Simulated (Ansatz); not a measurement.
# Elastic response of amorphous carbon (160 atoms): runs compared

Aim: relax amorphous carbon (160 atoms), then change its volume and shape to read moduli from the stress.

Computed with Ansatz 0.2.0: Kohn-Sham DFT, revPBE, PAW (set soft_2), plane waves.

### Step 1. The cell as built

The cell holds 160 atoms: 160 C. Cell: a = 10.861 Å, b = 10.861 Å, c = 10.861 Å, α = 90.0°, β = 90.0°, γ = 90.0°. 160 atoms (160 C) placed at random at 2.49 g/cm³, melted at 5500 K for 10 ps at fixed volume with the LCBOP (Los and Fasolino, Phys. Rev. B 68, 024107 (2003)). Quenched from 5500 K to 700 K at 500 K/ps and fixed volume, held 5 ps.

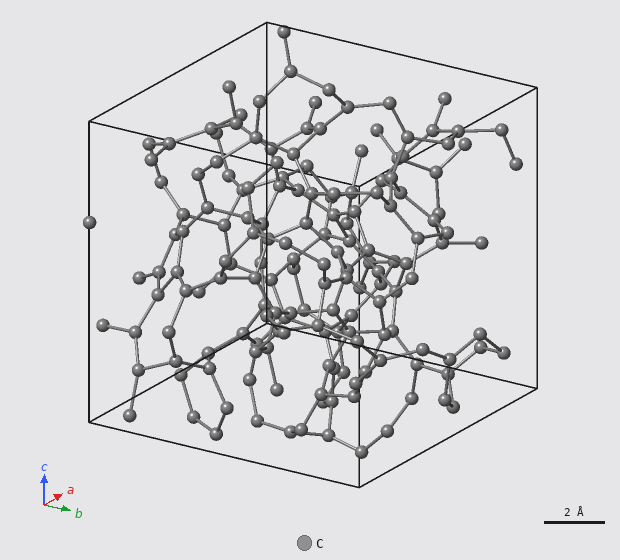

The cell as built. Bonds to atoms that aren't drawn are left out. Some periodic images of atoms are drawn too.

What the set-up can't give: The quench rate of 500 K/ps is orders of magnitude faster than experiment, which tends to freeze in extra defects. The network of bonds at the start is that of the classical potential that made the cell, and needn't be the one that DFT or experiment would give. Only the Γ point is sampled.

### Step 2. The reference run

The reference is a single point at the end of the relaxation.

Every strained cell starts from the geometry of this run, and its atoms are relaxed with the cell held.

Its input, with most atom lines left out:

```yaml
crystal:
  lattice:
    - [10.78333, 0.38683, -0.02635]
    - [0.38683, 11.04141, 0.12623]
    - [-0.02635, 0.12623, 10.9651]
  atoms:
    - { symbol: C, position: [0.69902, 0.6327, 0.1905] }
    - { symbol: C, position: [0.82086, 0.07818, 0.80726] }
    - { symbol: C, position: [0.17544, 0.1261, 0.89708] }
    - { symbol: C, position: [0.62093, 0.26778, 0.46602] }
    - { symbol: C, position: [0.17744, 0.24583, 0.68747] }
    - { symbol: C, position: [0.3723, 0.84636, 0.04077] }
    - { symbol: C, position: [0.5885, 0.62301, 0.63386] }
    [... atom lines 8 to 160 left out ...]
kpoints:
  mp_grid: { grid: [1, 1, 1] }
hamiltonian:
  xc: revpbe
scf:
  occupations: { method: gaussian, width: 0.05 }
output:
  forces: true
  stress: true
  populations: intrinsic
  dos:
    method: { smearing: { sigma: 0.15 } }
    de: 0.1
    projected: { site_lists: { C: [C] } }
  eigenvalues: true
  write_density: true
  write_potential: true
  volumetric_format: npy
  elf: true
```

```
free energy per atom   : -250.9984 eV/atom
r.m.s. force component : 0.00425 eV/Å
pressure               : -0.01582 GPa
```

Filled and empty levels are parted by 0.222 eV (at Γ alone); a semilocal functional tends to put such gaps too low. In a disordered cell it changes from sample to sample, and tail or defect levels can set it.

### Step 3. The runs

Each row is one run, on 4 threads of Arm Neoverse V1, shared host. The free energy is the program's total, comparable only between runs with the same functional, potentials and atoms.

| run | atoms | outcome | ionic steps, all passes | free energy (eV) | time | host memory (GiB) |
| --- | --- | --- | --- | --- | --- | --- |
| Single point at the start | 160 | converged | - | -40135.956 | 21 s | 1.8 |
| Cell and atoms relaxed | 160 | converged | 34 | -40159.736 | 11 min | 1.9 |
| Single point at the relaxed geometry | 160 | converged | - | -40159.736 | 48 s | 1.9 |
| Volume -3 % | 160 | converged | 7 | -40158.949 | 2.7 min | 1.9 |
| Volume +3 % | 160 | converged | 7 | -40159.004 | 3 min | 1.9 |
| Volume -6 % | 160 | converged | 16 | -40159.029 | 5.5 min | 1.8 |
| Volume +6 % | 160 | converged | 10 | -40156.948 | 4 min | 2.0 |
| Volume -10 % | 160 | converged | 24 | -40153.767 | 7.7 min | 1.8 |
| Stretched by 1 % along x | 160 | converged | 5 | -40159.560 | 1.9 min | 1.9 |
| Compressed by 1 % along x | 160 | converged | 5 | -40159.562 | 2 min | 1.9 |
| Sheared by 2 % in xy | 160 | converged | 4 | -40159.586 | 95 s | 1.9 |

In some runs the program notes that the SCF threshold is loose for the stress.

### Step 4. Pressure against volume

Atoms are relaxed at each volume, in the scaled cell.

| volume change (%) | volume (Å³/atom) | energy change (meV/atom) | pressure (GPa) | largest move on relaxing (Å) | bonds |
| --- | --- | --- | --- | --- | --- |
| -10 | 7.333 | 37.31 | 21.68 | 0.68 | 248 |
| -6 | 7.659 | 4.42 | 12.06 | 0.63 | 246 |
| -3 | 7.904 | 4.92 | 6.54 | 0.08 | 242 |
| +0 | 8.148 | 0.00 | -0.02 | - | 242 |
| +3 | 8.393 | 4.58 | -5.85 | 0.07 | 242 |
| +6 | 8.637 | 17.43 | -10.98 | 0.14 | 242 |

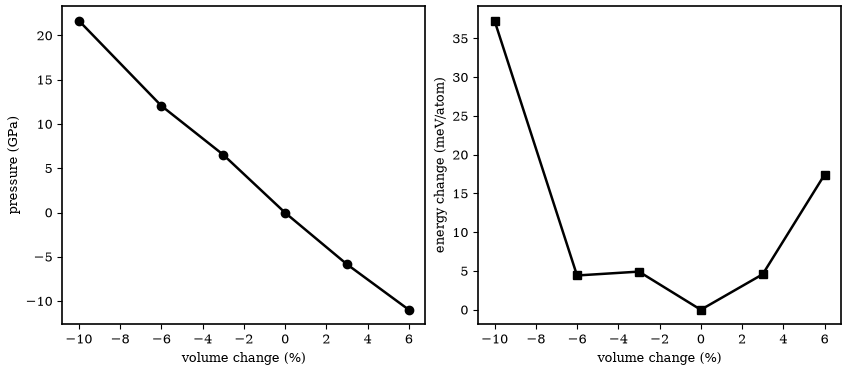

Pressure and energy against volume.

### Step 5. Uniaxial strain and shear

Stress (GPa, compression positive) less that of the relaxed cell, atoms relaxed:

| strain | xx | yy | zz | xy | energy change (meV/atom) |
| --- | --- | --- | --- | --- | --- |
| stretched by 1 % along x | -4.186 | -1.130 | -1.507 | 0.105 | 1.10 |
| compressed by 1 % along x | 4.307 | 1.255 | 1.595 | -0.071 | 1.09 |
| sheared by 2 % in xy | 0.169 | 0.229 | -0.042 | -1.823 | 0.94 |

### Step 6. Findings

The bulk modulus, from the slope of pressure against ln V over the three points nearest the relaxed volume, is 206 GPa; between neighbouring points the slope runs 221, 176, 215, 197 and 179 GPa from the smallest volume up, without a steady fall, so no pressure derivative is given. The count of bonds runs from 242 to 248 over the series, so at some points contacts cross the cutoffs. At -10 % and -6 % some atom moved by over 0.5 Å on relaxing, so those points may sit in another local minimum. At -6 % the energy lies below that of a less strained cell, so the structure found a lower minimum there. In the Cartesian axes of the cell, finite differences give C11 = 425, C12 = 119, C13 = 155 and C66 = 91.1 GPa (the shear of 2 % is the engineering strain, εxy = 0.01). The mean of C11, C12 and C13, which equals the bulk modulus in a cubic or isotropic solid, is 233 GPa: it lies 13 % over the bulk modulus from the volumes. For an isotropic solid C66 would equal (C11 − C12)/2 = 153 GPa; so small a sample needn't be isotropic, and C66 rests on one shear. The two differ too much for isotropic moduli to be formed.

**Limits.** Strains are finite and relaxations stop at the force tolerance of the input, which can leave moduli too stiff; they are those of a static cell at zero temperature. Volumes are changed with the cell's shape held, so in an anisotropic solid the modulus lies over the one under free hydrostatic load. The program notes that the SCF threshold of the relaxations is loose for the stress.

The DFT runs together took 41 min of wall time.

[Logs are printed without paths, hosts, clocks, repeated set-up lines and the standing remarks that a program may print on its own settings, such as how far it seeks lower states.]

[Hosts, paths, dates, database ids (printed as entryN), source tags and the programs' standing remarks are cut or masked in the printed files.]
